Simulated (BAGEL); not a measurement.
# C3H7F (2-fluoropropane) at B3LYP/6-31G(d) (density fitting with qzvpp-jkfit, spherical functions)

What is the energy change on altering one bond length of C3H7F (2-fluoropropane) at B3LYP/6-31G* (density fitting with qzvpp-jkfit, spherical functions)? 

Program for the calculation: BAGEL 1.2.2.

4 further runs of the same task are left out: 2 that didn't finish, 2 set aside as unsound or not needed. Runs told in other sessions of the task aren't counted.

**1. The structure to begin with**

C3H7F has 11 atoms, charge 0, and is taken as a singlet. SMILES: `CC(C)F`. The coordinates come from a PBE0-D4/def2-TZVP relaxation.

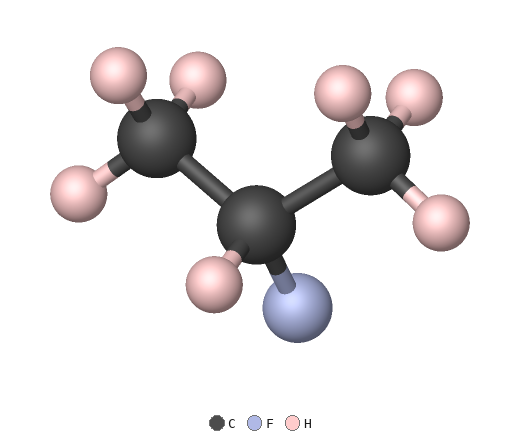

Viewed from a chosen angle; carbon dark grey, fluorine light blue, hydrogen pink.

**2. A single-point energy at B3LYP/6-31G(d) (density fitting with qzvpp-jkfit, spherical functions)**

File job.json:

```json
{ "bagel" : [

{
  "title" : "molecule",
  "basis" : "6-31gs.json",
  "df_basis" : "qzvpp-jkfit",
  "angstrom" : true,
  "geometry" : [
    { "atom" : "C", "xyz" : [   -0.234500,    1.045100,   -0.703000 ] },
    { "atom" : "C", "xyz" : [   -0.479600,   -0.306600,   -0.081300 ] },
    { "atom" : "C", "xyz" : [    0.626400,   -0.766200,    0.834700 ] },
    { "atom" : "F", "xyz" : [   -0.614100,   -1.242400,   -1.108400 ] },
    { "atom" : "H", "xyz" : [   -1.041900,    1.303400,   -1.390000 ] },
    { "atom" : "H", "xyz" : [   -0.180600,    1.814100,    0.071000 ] },
    { "atom" : "H", "xyz" : [    0.707700,    1.043900,   -1.256000 ] },
    { "atom" : "H", "xyz" : [   -1.436600,   -0.307200,    0.453700 ] },
    { "atom" : "H", "xyz" : [    1.578500,   -0.788700,    0.299400 ] },
    { "atom" : "H", "xyz" : [    0.417300,   -1.766700,    1.216600 ] },
    { "atom" : "H", "xyz" : [    0.722800,   -0.085600,    1.683800 ] }
  ]
},
{
  "title" : "ks",
  "xc_func" : "b3lyp"
},
{
  "title" : "print",
  "file" : "orbitals.molden",
  "orbitals" : true
}

]}
```

The basis set 6-31G* is read from a file made from the Basis Set Exchange's data (not shown).

Command:

```console
$ BAGEL_NUM_THREADS=1 BAGEL job.json > job.out
```

The log of the run:

```text
* using 1 threads per process

  ===============================================================
  ===============================================================

  *** Geometry ***

  { "atom" : "C", "xyz" : [     -0.443141,      1.974953,     -1.328477 ] },
  { "atom" : "C", "xyz" : [     -0.906313,     -0.579390,     -0.153635 ] },
  { "atom" : "C", "xyz" : [      1.183724,     -1.447908,      1.577354 ] },
  { "atom" : "F", "xyz" : [     -1.160481,     -2.347796,     -2.094572 ] },
  { "atom" : "H", "xyz" : [     -1.968906,      2.463069,     -2.626719 ] },
  { "atom" : "H", "xyz" : [     -0.341285,      3.428152,      0.134171 ] },
  { "atom" : "H", "xyz" : [      1.337359,      1.972685,     -2.373496 ] },
  { "atom" : "H", "xyz" : [     -2.714781,     -0.580524,      0.857369 ] },
  { "atom" : "H", "xyz" : [      2.982933,     -1.490427,      0.565784 ] },
  { "atom" : "H", "xyz" : [      0.788583,     -3.338579,      2.299041 ] },
  { "atom" : "H", "xyz" : [      1.365894,     -0.161761,      3.181921 ] },

  Number of auxiliary basis functions:      428

  Since a DF basis is specified, we compute 2- and 3-index integrals:
    o Being stored without compression. Storage requirement is 0.017 GB

  Number of basis functions:       70
  Number of electrons      :       34

    * METHOD: MOLECULE                             0.15

  *** Kohn-Sham DFT ***

    * Removing 21448 points whose weight is below 1.00e-10
    * Grid points: 142518

  === Nuclear Repulsion ===
   133.0585992146

       - DIIS with orbital gradients will be used.

  === KS iteration (b3lyp / 6-31gs.json) ===
      0       -186.92767965          0.18829878           0.31
      1       -173.33144975          0.12628020           0.30
      2       -147.07388853          0.21807224           0.30
      3       -199.45217005          0.20687898           0.31
      4       -202.27684885          0.19128738           0.30
      5       -203.18296147          0.19141121           0.30
      6       -203.10779329          0.19114270           0.29
      7       -173.50362493          0.16977095           0.29
      8       -199.37601134          0.18618030           0.31
      9       -212.27783049          0.12330693           0.33
     10       -213.19139553          0.11551902           0.33
     11       -213.23087225          0.11087759           0.32
     12       -215.87210586          0.08306150           0.31
     13       -202.97748380          0.14008181           0.29
     14       -218.03776144          0.02906883           0.30
     15       -218.30586787          0.01481716           0.30
     16       -218.36246509          0.00591840           0.30
     17       -218.37311784          0.00195765           0.29
     18       -218.37443222          0.00056709           0.30
     19       -218.37453441          0.00007361           0.29
     20       -218.37453603          0.00003275           0.29
     21       -218.37453641          0.00001280           0.29
     22       -218.37453645          0.00000570           0.30
     23       -218.37453646          0.00000034           0.30
     24       -218.37453646          0.00000030           0.35
     25       -218.37453646          0.00000005           0.33
     26       -218.37453646          0.00000001           0.33
     27       -218.37453646          0.00000000           0.33
    * SCF iteration converged.

    * Permanent dipole moment:
           (   -0.108781,    -0.451656,    -0.471202) a.u.

    * METHOD: KS                                   9.28

    * METHOD: PRINT                                0.01

  ===============================================================
```

Run time: 9.6 s. Hardware: 1 thread of Arm Neoverse V2, shared host; peak memory 0.45 GiB.

**3. The distorted shape, same level**

File job.json:

```json
{ "bagel": [

{
  "title": "molecule",
  "basis": "6-31gs.json",
  "df_basis": "qzvpp-jkfit",
  "angstrom": "true",
  "geometry": [
    { "atom": "C", "xyz": [   -0.375854,    1.045280,   -0.620036 ] },
    { "atom": "C", "xyz": [   -0.620954,   -0.306420,    0.001664 ] },
    { "atom": "C", "xyz": [    0.485046,   -0.766020,    0.917664 ] },
    { "atom": "F", "xyz": [   -0.755454,   -1.242220,   -1.025436 ] },
    { "atom": "H", "xyz": [   -1.183254,    1.303580,   -1.307036 ] },
    { "atom": "H", "xyz": [   -0.321954,    1.814280,    0.153964 ] },
    { "atom": "H", "xyz": [    0.707700,    1.043900,   -1.256000 ] },
    { "atom": "H", "xyz": [   -1.577954,   -0.307020,    0.536664 ] },
    { "atom": "H", "xyz": [    1.437146,   -0.788520,    0.382364 ] },
    { "atom": "H", "xyz": [    0.275946,   -1.766520,    1.299564 ] },
    { "atom": "H", "xyz": [    0.581446,   -0.085420,    1.766764 ] }
  ]
},
{ "title": "ks", "xc_func": "b3lyp" },
{ "title": "print", "file": "orbitals.molden", "orbitals": "true" }

]}
```

The basis set 6-31G* is read from a file made from the Basis Set Exchange's data (not shown).

Command:

```console
$ BAGEL_NUM_THREADS=1 BAGEL job.json > job.out
```

The log of the run:

```text
* using 1 threads per process

  ===============================================================
  ===============================================================

  *** Geometry ***

  { "atom" : "C", "xyz" : [     -0.710261,      1.975293,     -1.171698 ] },
  { "atom" : "C", "xyz" : [     -1.173433,     -0.579050,      0.003145 ] },
  { "atom" : "C", "xyz" : [      0.916604,     -1.447568,      1.734134 ] },
  { "atom" : "F", "xyz" : [     -1.427601,     -2.347456,     -1.937793 ] },
  { "atom" : "H", "xyz" : [     -2.236026,      2.463409,     -2.469940 ] },
  { "atom" : "H", "xyz" : [     -0.608405,      3.428492,      0.290950 ] },
  { "atom" : "H", "xyz" : [      1.337359,      1.972685,     -2.373496 ] },
  { "atom" : "H", "xyz" : [     -2.981901,     -0.580184,      1.014148 ] },
  { "atom" : "H", "xyz" : [      2.715812,     -1.490087,      0.722563 ] },
  { "atom" : "H", "xyz" : [      0.521462,     -3.338239,      2.455820 ] },
  { "atom" : "H", "xyz" : [      1.098774,     -0.161420,      3.338700 ] },

  Number of auxiliary basis functions:      428

  Since a DF basis is specified, we compute 2- and 3-index integrals:
    o Being stored without compression. Storage requirement is 0.017 GB

  Number of basis functions:       70
  Number of electrons      :       34

    * METHOD: MOLECULE                             0.15

  *** Kohn-Sham DFT ***

    * Removing 21216 points whose weight is below 1.00e-10
    * Grid points: 142750

  === Nuclear Repulsion ===
   132.4592157773

       - DIIS with orbital gradients will be used.

  === KS iteration (b3lyp / 6-31gs.json) ===
      0       -186.55667503          0.18609625           0.32
      1       -173.62882506          0.13113608           0.30
      2       -148.39876442          0.23605351           0.29
      3       -196.50508292          0.18237608           0.30
      4       -208.52884849          0.15948595           0.32
      5       -206.24771753          0.16519999           0.30
      6       -206.54642031          0.16425930           0.28
      7       -172.21554800          0.17504490           0.28
      8       -210.01677188          0.12360782           0.29
      9       -216.31499639          0.07522083           0.33
     10       -217.23341137          0.05747718           0.31
     11       -217.78517403          0.03863568           0.29
     12       -218.24740378          0.01761625           0.29
     13       -218.34712094          0.00657926           0.29
     14       -218.36213730          0.00151095           0.28
     15       -218.36279644          0.00057586           0.29
     16       -218.36289545          0.00009274           0.29
     17       -218.36289782          0.00004299           0.29
     18       -218.36289846          0.00001087           0.29
     19       -218.36289849          0.00000371           0.28
     20       -218.36289850          0.00000119           0.29
     21       -218.36289850          0.00000036           0.29
     22       -218.36289850          0.00000018           0.31
     23       -218.36289850          0.00000002           0.34
     24       -218.36289850          0.00000001           0.34
     25       -218.36289850          0.00000000           0.34
    * SCF iteration converged.

    * Permanent dipole moment:
           (   -0.064458,    -0.443529,    -0.500429) a.u.

    * METHOD: KS                                   8.51

    * METHOD: PRINT                                0.01

  ===============================================================
```

It took 9 s on 1 thread of Arm Neoverse V2, shared host; peak memory 0.45 GiB.

**4. Outcome**

At B3LYP/6-31G* (density fitting with qzvpp-jkfit, spherical functions):

| quantity | value |
| --- | --- |
| first shape: total energy | -218.37454 Eh |
| first shape: dipole moment | 1.68 D |
| first shape: HOMO energy | -8.57 eV |
| first shape: LUMO energy | 2.56 eV |
| first shape: HOMO–LUMO gap | 11.13 eV |
| distorted shape: total energy | -218.36290 Eh |
| distorted shape: dipole moment | 1.71 D |
| distorted shape: HOMO energy | -8.56 eV |
| distorted shape: LUMO energy | 2.41 eV |
| distorted shape: HOMO–LUMO gap | 10.97 eV |
| energy change with the C1–H7 bond stretched from 1.092 to 1.256 Å | 0.317 eV |

What this shows: With the C1–H7 bond stretched from 1.092 to 1.256 Å the energy rises by 0.32 eV (30.6 kJ/mol). The first shape isn't relaxed at this level, so the change isn't measured from a minimum.
